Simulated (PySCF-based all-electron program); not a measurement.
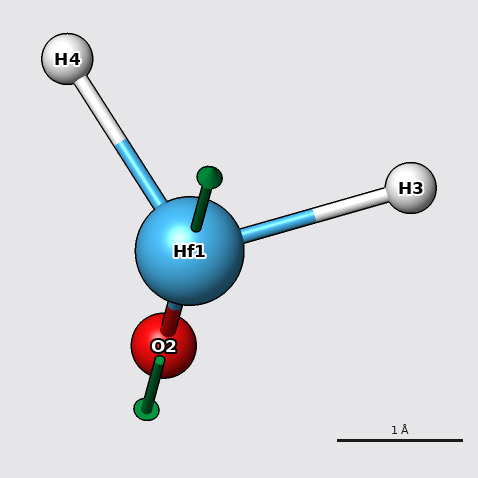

Arrows show the forces on the atoms, 0.09 Å of arrow for 1 eV/Å; forces under a tenth of the largest aren't drawn. The species is neutral and a spin singlet. Level of theory: PBEsol, all-electron, scalar-relativistic (Koelling-Harmon), large uncontracted Gaussian sets (PySCF-based all-electron program).

> Which bond do the forces act along most?

Hf1–O2, now 1.574 Å: the forces push its atoms apart, so a first step downhill lengthens it.

List the force components in the frame of the picture (x right, y up, z towards the viewer), in eV/Å.

```
atom     Fx     Fy     Fz
 Hf1   1.47   5.42  10.02
  O2  −1.46  −5.38  −9.89
  H3   0.03  −0.03  −0.07
  H4  −0.04  −0.01  −0.07
```
